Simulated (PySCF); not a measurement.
# Run report: InH₅O, geometry relaxation (part 2 of 2)

The same run, continued: InH₅O; PBE0/def2-TZVP, RKS, dispersion D4, core potentials def2-svp (PySCF 2.14.0). The geometry: force field.

**The program's output, continued**
```
----------------------------------------------
cycle 9: E = -268.284114374  dE = -6.79519e-06  norm(grad) = 0.00142182
Step    8 : Displace = 6.629e-03/1.091e-02 (rms/max) Trust = 3.000e-01 (=) Grad = 5.374e-04/9.901e-04 (rms/max) E (change) = -268.2841143742 (-6.795e-06) Quality = 1.369
Hessian Eigenvalues: 6.89226e-03 2.62050e-02 3.60357e-02 ... 2.14665e-01 5.66362e-01 8.49060e-01

Geometry optimization cycle 10
Cartesian coordinates (Angstrom)
 Atom        New coordinates             dX        dY        dZ
   O  -0.072563  -1.356822  -0.056298   -0.000579  0.003770  0.002652
  In   0.220539   1.062434  -0.161910   -0.001116  0.000272  0.001470
   H   0.230987  -1.729671   0.777606   -0.000118 -0.003424 -0.001077
   H  -0.994570  -1.616221  -0.147473    0.002608 -0.004634 -0.005161
   H  -0.553575   1.220042  -1.699843   -0.001263 -0.001606  0.001418
   H  -0.714955   1.343064   1.274644    0.000592  0.006942  0.000926
   H   1.943593   1.005537  -0.033081   -0.000793 -0.002238 -0.000434
converged SCF energy = -268.284118109863
--------------- DFRKS_Scanner gradients ---------------
         x                y                z
0 O     0.0000974298     0.0002840787    -0.0006780073
1 In    -0.0002131073     0.0001331408     0.0000367137
2 H     0.0000953415    -0.0003052987     0.0005722245
3 H    -0.0001707480    -0.0000916259     0.0001298937
4 H     0.0000296288     0.0000261517    -0.0000139338
5 H     0.0000387984    -0.0000133481    -0.0000547958
6 H     0.0001244740    -0.0000309109     0.0000084775
----------------------------------------------
cycle 10: E = -268.28411811  dE = -3.73567e-06  norm(grad) = 0.00105901
Step    9 : Displace = 4.689e-03/7.304e-03 (rms/max) Trust = 3.000e-01 (=) Grad = 4.003e-04/7.415e-04 (rms/max) E (change) = -268.2841181099 (-3.736e-06) Quality = 1.347
Hessian Eigenvalues: 5.70908e-03 2.64376e-02 3.35404e-02 ... 2.14634e-01 5.65918e-01 7.04880e-01

Geometry optimization cycle 11
Cartesian coordinates (Angstrom)
 Atom        New coordinates             dX        dY        dZ
   O  -0.073023  -1.354782  -0.054934   -0.000460  0.002040  0.001364
  In   0.220543   1.061983  -0.161021    0.000004 -0.000451  0.000889
   H   0.230581  -1.730594   0.777008   -0.000406 -0.000923 -0.000599
   H  -0.993388  -1.617614  -0.150834    0.001182 -0.001393 -0.003361
   H  -0.554494   1.217891  -1.698910   -0.000919 -0.002151  0.000932
   H  -0.714501   1.345916   1.275492    0.000454  0.002852  0.000848
   H   1.943254   1.004932  -0.033305   -0.000338 -0.000605 -0.000224
converged SCF energy = -268.28411950828
--------------- DFRKS_Scanner gradients ---------------
         x                y                z
0 O     0.0000427146     0.0001414572    -0.0001791087
1 In    -0.0000564104     0.0000113656     0.0000276159
2 H     0.0000237954    -0.0000996393     0.0001325170
3 H    -0.0000481915    -0.0000489148     0.0000661341
4 H     0.0000154224     0.0000230623    -0.0000375010
5 H    -0.0000015381    -0.0000015814    -0.0000062015
6 H     0.0000260994    -0.0000235712    -0.0000028273
----------------------------------------------
cycle 11: E = -268.284119508  dE = -1.39842e-06  norm(grad) = 0.000314001
Step   10 : Displace = 2.361e-03/3.715e-03 (rms/max) Trust = 3.000e-01 (=) Grad = 1.187e-04/2.322e-04 (rms/max) E (change) = -268.2841195083 (-1.398e-06) Quality = 1.223
Hessian Eigenvalues: 5.63734e-03 2.57519e-02 3.49273e-02 ... 2.14458e-01 5.64572e-01 6.55137e-01

Geometry optimization cycle 12
Cartesian coordinates (Angstrom)
 Atom        New coordinates             dX        dY        dZ
   O  -0.073207  -1.354566  -0.054782   -0.000184  0.000215  0.000152
  In   0.220890   1.061651  -0.160817    0.000348 -0.000332  0.000204
   H   0.229946  -1.730411   0.777052   -0.000635  0.000183  0.000045
   H  -0.993354  -1.617355  -0.152051    0.000034  0.000259 -0.001217
   H  -0.554925   1.216502  -1.698243   -0.000431 -0.001389  0.000667
   H  -0.714169   1.345970   1.275643    0.000331  0.000054  0.000151
   H   1.943550   1.005655  -0.033386    0.000295  0.000722 -0.000081
converged SCF energy = -268.284119781861
--------------- DFRKS_Scanner gradients ---------------
         x                y                z
0 O    -0.0000159678     0.0000161071     0.0000364635
1 In    -0.0000282069    -0.0000131391    -0.0000009332
2 H     0.0000159917     0.0000120954    -0.0000522217
3 H     0.0000061436    -0.0000106856     0.0000241500
4 H     0.0000247834     0.0000112529     0.0000060853
5 H    -0.0000094594    -0.0000006636    -0.0000113220
6 H     0.0000086239    -0.0000127991    -0.0000015692
----------------------------------------------
cycle 12: E = -268.284119782  dE = -2.73581e-07  norm(grad) = 8.89609e-05
```

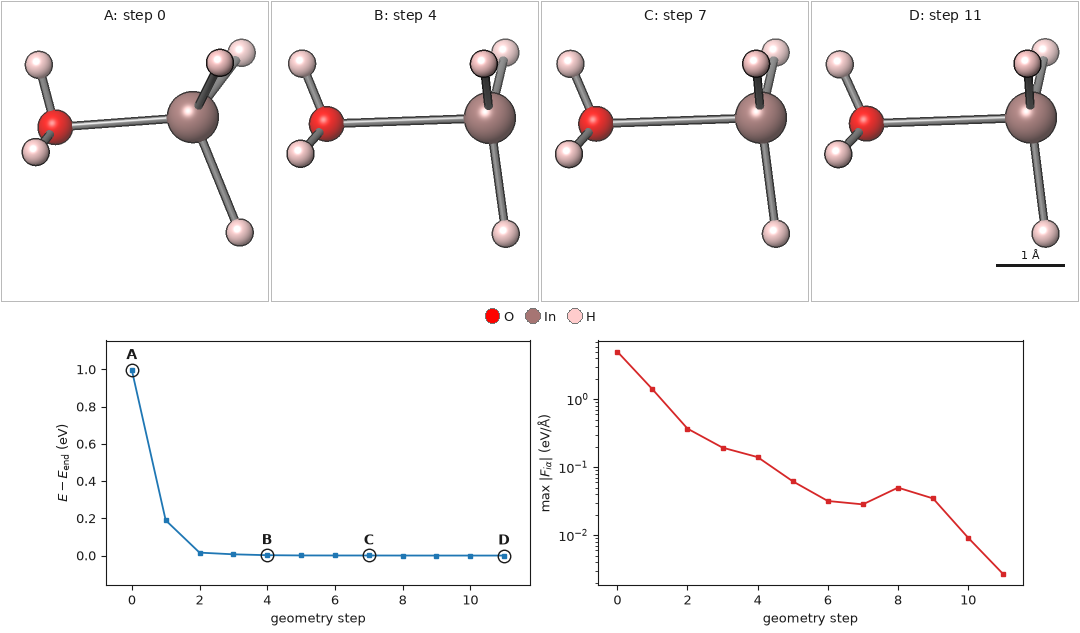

**Figure 1.** Frames of the relaxation (ball-and-stick view, seen at a tilt) above the curves, on which the letters mark them (steps are counted from 0).

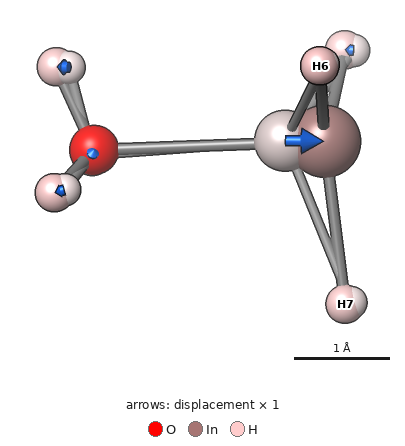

**Figure 2.** Start (faint) and end (solid) with the displacements as blue arrows, at true length (ball-and-stick view, seen at a tilt). The two geometries are laid on each other by the best rigid fit. The largest move after the best rigid fit is that of In2, 0.42 Å. Largest moves by element: In 0.42 Å, H 0.15 Å, O 0.09 Å. Distances before and after: O1–In2 2.050 → 2.436 Å, In2–H7 1.839 → 1.728 Å, In2–H5 1.818 → 1.729 Å, In2–H6 1.813 → 1.737 Å. Among the angles that change: O1–In2–H6 110.5° → 93.5°, O1–In2–H5 110.2° → 94.2°, O1–In2–H7 107.8° → 94.9°. Over 11 geometry steps the energy falls by 0.996 eV. Largest force component: 5 eV/Å at the start, 0.0027 eV/Å at the end. (Atoms are counted from 1 in the order of the input.)

```
Step   11 : Displace = 8.984e-04/1.576e-03 (rms/max) Trust = 3.000e-01 (=) Grad = 3.362e-05/5.594e-05 (rms/max) E (change) = -268.2841197819 (-2.736e-07) Quality = 1.323
Hessian Eigenvalues: 5.63734e-03 2.57519e-02 3.49273e-02 ... 2.14458e-01 5.64572e-01 6.55137e-01
Converged! =D

converged: True
O          -0.07320683       -1.35456641       -0.05478198
In          0.22089009        1.06165076       -0.16081726
H           0.22994583       -1.73041100        0.77705231
H          -0.99335444       -1.61735518       -0.15205131
H          -0.55492518        1.21650226       -1.69824283
H          -0.71416946        1.34596994        1.27564338
H           1.94354975        1.00565450       -0.03338583
converged SCF energy = -268.284119781876
Final energy -268.2841197818755
```

**Trajectory as extended XYZ (Å, eV, eV/Å), 12 frames, from step=0 to step=11**
```
7
Properties=species:S:1:pos:R:3:forces:R:3 step=0 energy=-7299.38674
O    -0.0175   -1.3909   -0.1090   -0.8571  -1.6059  -1.1866
In    0.1496    0.6518   -0.1436    1.0898   5.0460  -0.5375
H     0.2177   -1.6180    0.7629    0.8798  -0.8277   1.8468
H    -0.9716   -1.4763   -0.0958   -0.5631  -0.4544  -0.3539
H    -0.5330    1.3108   -1.6946    0.1291  -0.7324   0.5474
H    -0.7207    1.3844    1.2682    0.1215  -0.7970  -0.3169
H     1.9368    1.0702   -0.0339   -0.8000  -0.6285   0.0008
7
Properties=species:S:1:pos:R:3:forces:R:3 step=1 energy=-7300.19329
O    -0.0503   -1.4019   -0.0811   -0.3978  -0.3883   0.2776
In    0.1969    0.8588   -0.1665    0.2163   1.4126  -0.0699
H     0.2308   -1.6985    0.7951    0.0037  -0.0339  -0.1584
H    -1.0055   -1.5617   -0.1136    0.2501  -0.0868  -0.0443
H    -0.5114    1.3041   -1.6683   -0.1712  -0.2893  -0.2188
H    -0.6951    1.3577    1.2347   -0.1534  -0.3188   0.1706
H     1.8961    1.0734   -0.0460    0.2524  -0.2956   0.0432
7
Properties=species:S:1:pos:R:3:forces:R:3 step=2 energy=-7300.36701
O    -0.0608   -1.3220   -0.0702   -0.0537  -0.3714   0.3358
In    0.2255    1.0247   -0.1722    0.0509   0.1336  -0.0303
H     0.2352   -1.6513    0.7930   -0.1239   0.1052  -0.3469
H    -1.0041   -1.5209   -0.1220    0.1439  -0.0115   0.0086
H    -0.5550    1.1992   -1.7091    0.0250   0.0307   0.0371
H    -0.7316    1.2184    1.2692    0.0163   0.0714  -0.0020
H     1.9524    0.9837   -0.0344   -0.0585   0.0418  -0.0023
7
Properties=species:S:1:pos:R:3:forces:R:3 step=3 energy=-7300.37607
O    -0.0638   -1.3454   -0.0687   -0.0320  -0.1482   0.0873
In    0.2245    1.0203   -0.1706    0.0129   0.1949   0.0002
H     0.2303   -1.6767    0.7870    0.0031   0.0011  -0.0571
H    -1.0026   -1.5511   -0.1220    0.0024  -0.0257  -0.0249
H    -0.5495    1.2172   -1.7061    0.0058  -0.0147   0.0167
H    -0.7257    1.2635    1.2701    0.0222   0.0017  -0.0252
H     1.9483    1.0037   -0.0353   -0.0145  -0.0092   0.0029
7
Properties=species:S:1:pos:R:3:forces:R:3 step=4 energy=-7300.38088
O    -0.0679   -1.3566   -0.0659   -0.0139   0.0342  -0.1052
In    0.2255    1.0433   -0.1680   -0.0095   0.0556   0.0054
H     0.2286   -1.6964    0.7806    0.0740  -0.0700   0.1415
H    -1.0013   -1.5768   -0.1267   -0.0690  -0.0263  -0.0314
H    -0.5492    1.2171   -1.7024   -0.0065   0.0011  -0.0130
H    -0.7202    1.2921    1.2699    0.0040   0.0074   0.0001
H     1.9460    1.0085   -0.0334    0.0209  -0.0020   0.0026
7
Properties=species:S:1:pos:R:3:forces:R:3 step=5 energy=-7300.38218
O    -0.0706   -1.3645   -0.0640   -0.0140   0.0514  -0.0478
In    0.2246    1.0540   -0.1662    0.0062   0.0094  -0.0076
H     0.2300   -1.7116    0.7799    0.0276  -0.0393   0.0624
H    -1.0021   -1.5943   -0.1319   -0.0149  -0.0153  -0.0104
H    -0.5508    1.2210   -1.7031    0.0052  -0.0028   0.0084
H    -0.7178    1.3137    1.2715    0.0037  -0.0001  -0.0028
H     1.9479    1.0125   -0.0320   -0.0138  -0.0035  -0.0022
7
Properties=species:S:1:pos:R:3:forces:R:3 step=6 energy=-7300.38239
O    -0.0712   -1.3652   -0.0630   -0.0042   0.0320   0.0099
In    0.2241    1.0589   -0.1655   -0.0077  -0.0131   0.0014
H     0.2308   -1.7173    0.7798    0.0003  -0.0104  -0.0022
H    -1.0013   -1.6007   -0.1349    0.0042  -0.0092  -0.0046
H    -0.5504    1.2214   -1.7021   -0.0020   0.0008  -0.0032
H    -0.7166    1.3219    1.2720    0.0011   0.0011  -0.0011
H     1.9456    1.0116   -0.0322    0.0083  -0.0012  -0.0003
7
Properties=species:S:1:pos:R:3:forces:R:3 step=7 energy=-7300.38247
O    -0.0715   -1.3645   -0.0621   -0.0025   0.0203   0.0285
In    0.2234    1.0601   -0.1650    0.0015  -0.0156  -0.0014
H     0.2309   -1.7199    0.7796   -0.0052   0.0002  -0.0211
H    -1.0005   -1.6038   -0.1365    0.0080  -0.0059  -0.0052
H    -0.5509    1.2218   -1.7019   -0.0013   0.0003  -0.0018
H    -0.7163    1.3257    1.2722   -0.0011   0.0013   0.0019
H     1.9456    1.0109   -0.0322    0.0005  -0.0006  -0.0010
7
Properties=species:S:1:pos:R:3:forces:R:3 step=8 energy=-7300.38266
O    -0.0720   -1.3606   -0.0590   -0.0038  -0.0072   0.0503
In    0.2217    1.0622   -0.1634    0.0064  -0.0138  -0.0027
H     0.2311   -1.7262    0.7787   -0.0093   0.0177  -0.0432
H    -0.9972   -1.6116   -0.1423    0.0126   0.0023  -0.0073
H    -0.5523    1.2216   -1.7013   -0.0002  -0.0010   0.0029
H    -0.7155    1.3361    1.2737   -0.0012   0.0008   0.0009
H     1.9444    1.0078   -0.0326   -0.0046   0.0011  -0.0009
7
Properties=species:S:1:pos:R:3:forces:R:3 step=9 energy=-7300.38276
O    -0.0726   -1.3568   -0.0563   -0.0050  -0.0146   0.0349
In    0.2205    1.0624   -0.1619    0.0110  -0.0068  -0.0019
H     0.2310   -1.7297    0.7776   -0.0049   0.0157  -0.0294
H    -0.9946   -1.6162   -0.1475    0.0088   0.0047  -0.0067
H    -0.5536    1.2200   -1.6998   -0.0015  -0.0013   0.0007
H    -0.7150    1.3431    1.2746   -0.0020   0.0007   0.0028
H     1.9436    1.0055   -0.0331   -0.0064   0.0016  -0.0004
7
Properties=species:S:1:pos:R:3:forces:R:3 step=10 energy=-7300.38280
O    -0.0730   -1.3548   -0.0549   -0.0022  -0.0073   0.0092
In    0.2205    1.0620   -0.1610    0.0029  -0.0006  -0.0014
H     0.2306   -1.7306    0.7770   -0.0012   0.0051  -0.0068
H    -0.9934   -1.6176   -0.1508    0.0025   0.0025  -0.0034
H    -0.5545    1.2179   -1.6989   -0.0008  -0.0012   0.0019
H    -0.7145    1.3459    1.2755    0.0001   0.0001   0.0003
H     1.9433    1.0049   -0.0333   -0.0013   0.0012   0.0001
7
Properties=species:S:1:pos:R:3:forces:R:3 step=11 energy=-7300.38281
O    -0.0732   -1.3546   -0.0548    0.0008  -0.0008  -0.0019
In    0.2209    1.0617   -0.1608    0.0014   0.0007   0.0000
H     0.2299   -1.7304    0.7771   -0.0008  -0.0006   0.0027
H    -0.9934   -1.6174   -0.1521   -0.0003   0.0005  -0.0012
H    -0.5549    1.2165   -1.6982   -0.0013  -0.0006  -0.0003
H    -0.7142    1.3460    1.2756    0.0005   0.0000   0.0006
H     1.9436    1.0057   -0.0334   -0.0004   0.0007   0.0001
```

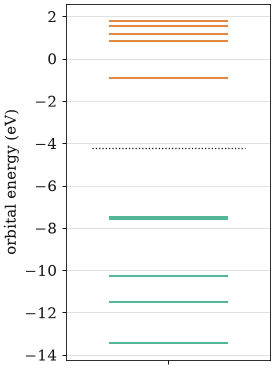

**Figure 3.** Orbital energies near the frontier; the dotted line parts filled from empty levels, and levels within 0.02 eV of each other stand side by side. Highest filled −7.48 eV, lowest empty −0.93 eV, 6.55 eV apart.

This output came from the following input.

**Input file (run.py)**
```python
from pyscf import gto, dft
from pyscf.geomopt.geometric_solver import kernel as optimise

mol = gto.M(
    atom='geometry.xyz',
    verbose=3,
    ecp={'In': 'def2-svp'},
    max_memory=1860,
    spin=0,
    charge=0,
    basis='def2-tzvp',
)

mf = dft.RKS(mol, xc='pbe0')
mf = mf.density_fit(auxbasis='def2-universal-jkfit')
mf.grids.level = 4
mf.conv_tol = 1e-09
mf.disp = 'd4'
mf.max_cycle = 100
converged, mol_eq = optimise(mf, maxsteps=100)
print('converged:', converged)
print(mol_eq.tostring())

mf.reset(mol_eq)
mol = mol_eq
mf.kernel()
energy = mf.e_tot
print('Final energy', energy)
```

**File geometry.xyz**
```
7
H5InO
O     -0.017500    -1.390900    -0.109000
In     0.149600     0.651800    -0.143600
H      0.217700    -1.618000     0.762900
H     -0.971600    -1.476300    -0.095800
H     -0.533000     1.310800    -1.694600
H     -0.720700     1.384400     1.268200
H      1.936800     1.070200    -0.033900
```

Launched with:
```bash
OMP_NUM_THREADS=1 python run.py
```

**Summary**

```tsv
quantity	value
outcome	converged
total energy	−268.284120 hartree
dispersion energy	−0.002543 hartree
basis functions	111
HOMO	−7.48 eV
LUMO	−0.93 eV
dipole moment	3.67 D
hardware	1 thread of Arm Neoverse V2, 24 GiB of memory available, shared host
wall time	2.5 min
peak memory	1 GiB
```
